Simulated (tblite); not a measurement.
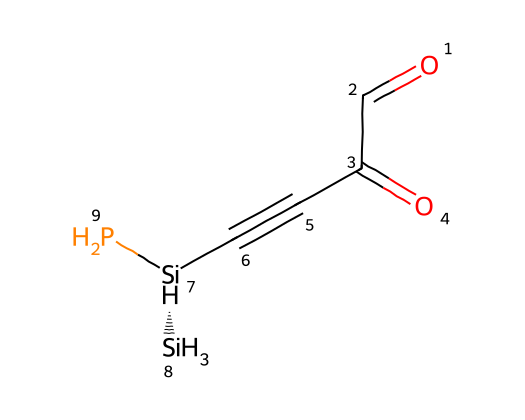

A structural formula, with wedges where it has stereocentres; small numbers name the atoms. The configuration is that of a computed structure (GFN2-xTB).

Question: Assign CIP descriptors.

Answer: Si7: R.
